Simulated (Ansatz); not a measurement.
# Preparing Be3N2 (P6_3/mmc) as a host crystal, part 2 of 5

Before any defect goes in: Be3N2 (P6_3/mmc) at rest, and how it screens a charge.

Ansatz 0.2.0; plane-wave PAW DFT, PBEsol; relaxation of the host's cell and atoms (the session's first sound run).

So far. Step 3 (Dielectric tensors of the host): The principal values of the electronic dielectric tensor are 4.54, 4.54 and 5.47. The principal values of the static dielectric tensor are 11.71, 11.71 and 32.82. The relaxed cell has a = 2.837, c = 9.710 Å (conventional setting).

## 4. Primitive cell on a dense mesh

A dense mesh gives the host's converged energy, against which the supercell's sampling is tested.

This step: plane-wave PAW DFT, PBEsol; single point of the host's primitive cell on a dense mesh (Ansatz 0.2.0).

The input, dense/input.yaml:

```yaml
crystal:
  lattice:
    - [2.837294455, 0.0, 0.0]
    - [-1.4186472275, 2.457169076, 0.0]
    - [0.0, 0.0, 9.7100566441]
  atoms:
    - { symbol: Be, position: [0.3333333333, 0.6666666667, 0.0782469582] }
    - { symbol: Be, position: [0.6666666667, 0.3333333333, 0.5782469582] }
    - { symbol: Be, position: [0.6666666667, 0.3333333333, 0.9217530418] }
    - { symbol: Be, position: [0.3333333333, 0.6666666667, 0.4217530418] }
    - { symbol: Be, position: [0.0, 0.0, 0.25] }
    - { symbol: Be, position: [0.0, 0.0, 0.75] }
    - { symbol: "N", position: [0.0, 0.0, 0.0] }
    - { symbol: "N", position: [0.0, 0.0, 0.5] }
    - { symbol: "N", position: [0.3333333333, 0.6666666667, 0.25] }
    - { symbol: "N", position: [0.6666666667, 0.3333333333, 0.75] }
basis:
  ecutwfc: 420
  xc_grid: 2
hamiltonian:
  xc: pbesol
kpoints:
  mp_grid: { grid: [11, 11, 3] }
scf:
  occupations: { method: fermi_dirac, width: 0.01 }
  max_iter: 80
```

Started as:

```console
$ ansatz run input.yaml --threads 8 --pin off --max-ram 22609MiB --backend cpu --events-out ev --progress --plain --runs-dir out
```

Numbers of over 12 decimals in the logs are rounded to 6 here.

What it wrote:

```text
[...]
Crystal: 10 atoms, lattice volume = 67.696 Å³
Basis set: ecut = 420 eV, 1329 PW (Γ), exchange–correlation on 40×40×144 points (8 copies of the dense FFT grid, shifted against one another)
Bands: 26, of which v1, the nominal top of the filled ones, is band 16 counted from 1 (15 counted from 0)
Symmetry: 24 space group operations
[...]
k-points: 32 of 363
[...]
SCF iter   1: F=—  HF=-2067.238146 eV  |F-HF|=—  |Δ(HF+E_count)|=         —  Δρ=8.81e-3  dr2=5.13e-2  ethr=1.77e-3  ⟨swp⟩=6.6  Hψ=4543  notcnv=0  defer=5
[...]
SCF iter   6: F=-2067.220742 eV  HF=-2067.220742 eV  |F-HF|=2.73e-10  |Δ(HF+E_count)|=   7.57e-9  Δρ=1.01e-6  dr2=4.86e-10  ethr=1.51e-10  ⟨swp⟩=1.0  Hψ=2164  notcnv=0
SCF 1 converged in 6 iterations: F = -2067.220742 eV  dr2 = 4.86e-10
[...]
SCF converged after 6 iterations
Free energy (F): -2067.220742 eV
[...]
Internal energy: -2067.220742 eV  (E = F + TS)
E sigma→0 (E₀):  -2067.220742 eV
Fermi energy:    9.627838 eV
[...]
```

Wall time 0.55 s (8 threads of Arm Neoverse V2, shared host); peak memory 0.4 GiB; 3 s of CPU time.

## 5. Self-consistent run

This step: plane-wave PAW DFT, PBEsol; single point of the defect-free supercell, a test of its k-points (Ansatz 0.2.0).

System of this step: Be3N2 (P6_3/mmc). The cell holds 120 atoms: 72 Be and 48 N. Cell: a = 9.829 Å, b = 9.829 Å, c = 9.710 Å, α = 90.0°, β = 90.0°, γ = 120.0°.

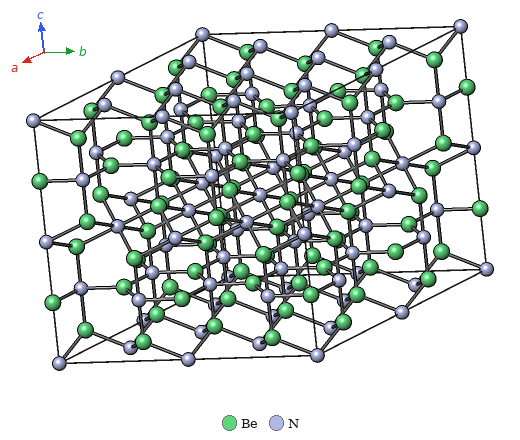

The cell of this step (beryllium green, nitrogen light blue). Some periodic images of atoms are drawn too.

The input, pristine.sampling/input.yaml:

```yaml
crystal:
  lattice:
    - [8.5118833649, 4.9143381521, 0.0]
    - [-8.5118833649, 4.9143381521, 0.0]
    - [0.0, 0.0, 9.7100566441]
  atoms:
    - { symbol: Be, position: [0.0, 0.3333333334, 0.0782469582] }
    - { symbol: Be, position: [0.1666666666, 0.1666666666, 0.0782469582] }
    - { symbol: Be, position: [0.3333333334, 0.0, 0.0782469582] }
    - { symbol: Be, position: [0.0, 0.1666666666, 0.5782469582] }
    - { symbol: Be, position: [0.1666666666, 0.0, 0.5782469582] }
    - { symbol: Be, position: [0.3333333334, 0.3333333334, 0.5782469582] }
    - { symbol: Be, position: [0.0, 0.1666666666, 0.9217530418] }
    - { symbol: Be, position: [0.1666666666, 0.0, 0.9217530418] }
    - { symbol: Be, position: [0.3333333334, 0.3333333334, 0.9217530418] }
    - { symbol: Be, position: [0.0, 0.3333333334, 0.4217530418] }
    - { symbol: Be, position: [0.1666666666, 0.1666666666, 0.4217530418] }
    - { symbol: Be, position: [0.3333333334, 0.0, 0.4217530418] }
    - { symbol: Be, position: [0.0, 0.0, 0.25] }
    - { symbol: Be, position: [0.1666666666, 0.3333333334, 0.25] }
    - { symbol: Be, position: [0.3333333334, 0.1666666666, 0.25] }
    - { symbol: Be, position: [0.0, 0.0, 0.75] }
    - { symbol: Be, position: [0.1666666666, 0.3333333334, 0.75] }
    - { symbol: Be, position: [0.3333333334, 0.1666666666, 0.75] }
    - { symbol: "N", position: [0.0, 0.0, 0.0] }
    - { symbol: "N", position: [0.1666666666, 0.3333333334, 0.0] }
    - { symbol: "N", position: [0.3333333334, 0.1666666666, 0.0] }
    - { symbol: "N", position: [0.0, 0.0, 0.5] }
    - { symbol: "N", position: [0.1666666666, 0.3333333334, 0.5] }
    - { symbol: "N", position: [0.3333333334, 0.1666666666, 0.5] }
    - { symbol: "N", position: [0.0, 0.3333333334, 0.25] }
    - { symbol: "N", position: [0.1666666666, 0.1666666666, 0.25] }
    - { symbol: "N", position: [0.3333333334, 0.0, 0.25] }
    - { symbol: "N", position: [0.0, 0.1666666666, 0.75] }
    - { symbol: "N", position: [0.1666666666, 0.0, 0.75] }
    - { symbol: "N", position: [0.3333333334, 0.3333333334, 0.75] }
    - { symbol: Be, position: [0.0, 0.8333333333, 0.0782469582] }
    - { symbol: Be, position: [0.1666666666, 0.6666666666, 0.0782469582] }
    - { symbol: Be, position: [0.3333333334, 0.5, 0.0782469582] }
    - { symbol: Be, position: [0.0, 0.6666666666, 0.5782469582] }
    - { symbol: Be, position: [0.1666666666, 0.5, 0.5782469582] }
    - { symbol: Be, position: [0.3333333334, 0.8333333333, 0.5782469582] }
    - { symbol: Be, position: [0.0, 0.6666666666, 0.9217530418] }
    - { symbol: Be, position: [0.1666666666, 0.5, 0.9217530418] }
    - { symbol: Be, position: [0.3333333334, 0.8333333333, 0.9217530418] }
    - { symbol: Be, position: [0.0, 0.8333333333, 0.4217530418] }
    - { symbol: Be, position: [0.1666666666, 0.6666666666, 0.4217530418] }
    - { symbol: Be, position: [0.3333333334, 0.5, 0.4217530418] }
    - { symbol: Be, position: [0.0, 0.5, 0.25] }
    - { symbol: Be, position: [0.1666666666, 0.8333333333, 0.25] }
    - { symbol: Be, position: [0.3333333334, 0.6666666666, 0.25] }
    - { symbol: Be, position: [0.0, 0.5, 0.75] }
    - { symbol: Be, position: [0.1666666666, 0.8333333333, 0.75] }
    - { symbol: Be, position: [0.3333333334, 0.6666666666, 0.75] }
    - { symbol: "N", position: [0.0, 0.5, 0.0] }
    - { symbol: "N", position: [0.1666666666, 0.8333333333, 0.0] }
    - { symbol: "N", position: [0.3333333334, 0.6666666666, 0.0] }
    - { symbol: "N", position: [0.0, 0.5, 0.5] }
    - { symbol: "N", position: [0.1666666666, 0.8333333333, 0.5] }
    - { symbol: "N", position: [0.3333333334, 0.6666666666, 0.5] }
    - { symbol: "N", position: [0.0, 0.8333333333, 0.25] }
    - { symbol: "N", position: [0.1666666666, 0.6666666666, 0.25] }
    - { symbol: "N", position: [0.3333333334, 0.5, 0.25] }
    - { symbol: "N", position: [0.0, 0.6666666666, 0.75] }
    - { symbol: "N", position: [0.1666666666, 0.5, 0.75] }
    - { symbol: "N", position: [0.3333333334, 0.8333333333, 0.75] }
    - { symbol: Be, position: [0.5, 0.3333333334, 0.0782469582] }
    - { symbol: Be, position: [0.6666666666, 0.1666666666, 0.0782469582] }
    - { symbol: Be, position: [0.8333333333, 0.0, 0.0782469582] }
    - { symbol: Be, position: [0.5, 0.1666666666, 0.5782469582] }
    - { symbol: Be, position: [0.6666666666, 0.0, 0.5782469582] }
    - { symbol: Be, position: [0.8333333333, 0.3333333334, 0.5782469582] }
    - { symbol: Be, position: [0.5, 0.1666666666, 0.9217530418] }
    - { symbol: Be, position: [0.6666666666, 0.0, 0.9217530418] }
    - { symbol: Be, position: [0.8333333333, 0.3333333334, 0.9217530418] }
    - { symbol: Be, position: [0.5, 0.3333333334, 0.4217530418] }
    - { symbol: Be, position: [0.6666666666, 0.1666666666, 0.4217530418] }
    - { symbol: Be, position: [0.8333333333, 0.0, 0.4217530418] }
    - { symbol: Be, position: [0.5, 0.0, 0.25] }
    - { symbol: Be, position: [0.6666666666, 0.3333333334, 0.25] }
    - { symbol: Be, position: [0.8333333333, 0.1666666666, 0.25] }
    - { symbol: Be, position: [0.5, 0.0, 0.75] }
    - { symbol: Be, position: [0.6666666666, 0.3333333334, 0.75] }
    - { symbol: Be, position: [0.8333333333, 0.1666666666, 0.75] }
    - { symbol: "N", position: [0.5, 0.0, 0.0] }
    - { symbol: "N", position: [0.6666666666, 0.3333333334, 0.0] }
    - { symbol: "N", position: [0.8333333333, 0.1666666666, 0.0] }
    - { symbol: "N", position: [0.5, 0.0, 0.5] }
    - { symbol: "N", position: [0.6666666666, 0.3333333334, 0.5] }
    - { symbol: "N", position: [0.8333333333, 0.1666666666, 0.5] }
    - { symbol: "N", position: [0.5, 0.3333333334, 0.25] }
    - { symbol: "N", position: [0.6666666666, 0.1666666666, 0.25] }
    - { symbol: "N", position: [0.8333333333, 0.0, 0.25] }
    - { symbol: "N", position: [0.5, 0.1666666666, 0.75] }
    - { symbol: "N", position: [0.6666666666, 0.0, 0.75] }
    - { symbol: "N", position: [0.8333333333, 0.3333333334, 0.75] }
    - { symbol: Be, position: [0.5, 0.8333333333, 0.0782469582] }
    - { symbol: Be, position: [0.6666666666, 0.6666666666, 0.0782469582] }
    - { symbol: Be, position: [0.8333333333, 0.5, 0.0782469582] }
    - { symbol: Be, position: [0.5, 0.6666666666, 0.5782469582] }
    - { symbol: Be, position: [0.6666666666, 0.5, 0.5782469582] }
    - { symbol: Be, position: [0.8333333333, 0.8333333333, 0.5782469582] }
    - { symbol: Be, position: [0.5, 0.6666666666, 0.9217530418] }
    - { symbol: Be, position: [0.6666666666, 0.5, 0.9217530418] }
    - { symbol: Be, position: [0.8333333333, 0.8333333333, 0.9217530418] }
    - { symbol: Be, position: [0.5, 0.8333333333, 0.4217530418] }
    - { symbol: Be, position: [0.6666666666, 0.6666666666, 0.4217530418] }
    - { symbol: Be, position: [0.8333333333, 0.5, 0.4217530418] }
    - { symbol: Be, position: [0.5, 0.5, 0.25] }
    - { symbol: Be, position: [0.6666666666, 0.8333333333, 0.25] }
    - { symbol: Be, position: [0.8333333333, 0.6666666666, 0.25] }
    - { symbol: Be, position: [0.5, 0.5, 0.75] }
    - { symbol: Be, position: [0.6666666666, 0.8333333333, 0.75] }
    - { symbol: Be, position: [0.8333333333, 0.6666666666, 0.75] }
    - { symbol: "N", position: [0.5, 0.5, 0.0] }
    - { symbol: "N", position: [0.6666666666, 0.8333333333, 0.0] }
    - { symbol: "N", position: [0.8333333333, 0.6666666666, 0.0] }
    - { symbol: "N", position: [0.5, 0.5, 0.5] }
    - { symbol: "N", position: [0.6666666666, 0.8333333333, 0.5] }
    - { symbol: "N", position: [0.8333333333, 0.6666666666, 0.5] }
    - { symbol: "N", position: [0.5, 0.8333333333, 0.25] }
    - { symbol: "N", position: [0.6666666666, 0.6666666666, 0.25] }
    - { symbol: "N", position: [0.8333333333, 0.5, 0.25] }
    - { symbol: "N", position: [0.5, 0.6666666666, 0.75] }
    - { symbol: "N", position: [0.6666666666, 0.5, 0.75] }
    - { symbol: "N", position: [0.8333333333, 0.8333333333, 0.75] }
basis:
  ecutwfc: 420
  xc_grid: 2
hamiltonian:
  xc: pbesol
kpoints:
  mp_grid: { grid: [1, 1, 1], shift: [0.25, 0.25, 0.25] }
scf:
  occupations: { method: fermi_dirac, width: 0.01 }
  max_iter: 80
```

What it wrote:

```text
[...]
Crystal: 120 atoms, lattice volume = 812.349 Å³
Basis set: ecut = 420 eV, 15933 PW (Γ), exchange–correlation on 144×144×144 points (8 copies of the dense FFT grid, shifted against one another)
Bands: 312, of which v1, the nominal top of the filled ones, is band 192 counted from 1 (191 counted from 0)
Symmetry: 48 space group operations
k-points: 1
[...]
SCF iter   1: F=—  HF=-24806.914470 eV  |F-HF|=—  |Δ(HF+E_count)|=         —  Δρ=8.95e-3  dr2=6.31e-1  ethr=1.77e-3  ⟨swp⟩=9.0  Hψ=1611  notcnv=0  defer=92
[...]
SCF iter   6: F=-24806.726756 eV  HF=-24806.726756 eV  |F-HF|=8.53e-8  |Δ(HF+E_count)|=   9.72e-7  Δρ=3.82e-6  dr2=1.35e-7  ethr=2.12e-10  ⟨swp⟩=3.0  Hψ=478  notcnv=0
SCF 1 converged in 6 iterations: F = -24806.726756 eV  dr2 = 1.35e-7
[...]
SCF converged after 6 iterations
Free energy (F): -24806.726756 eV
[...]
Internal energy: -24806.726756 eV  (E = F + TS)
E sigma→0 (E₀):  -24806.726756 eV
Fermi energy:    9.968185 eV
[...]
```

Run time: 2.7 s. Hardware: 8 threads; peak memory 1.7 GiB.

Numbers from this step:

- energy over dense mesh: -6.49e-4 eV/atom

[end of part 2 of 5]

[Logs are printed without paths, hosts, clocks, repeated set-up lines and the standing remarks that a program may print on its own settings, such as how far it seeks lower states.]

[Hosts, paths, dates, database ids (printed as entryN), source tags and the programs' standing remarks are cut or masked in the printed files.]

[Runs of the host that timed out are not shown.]

[For some hosts the program warned that the k-mesh of the response run may be too coarse for force constants and the static dielectric constant; such warnings are not always shown.]
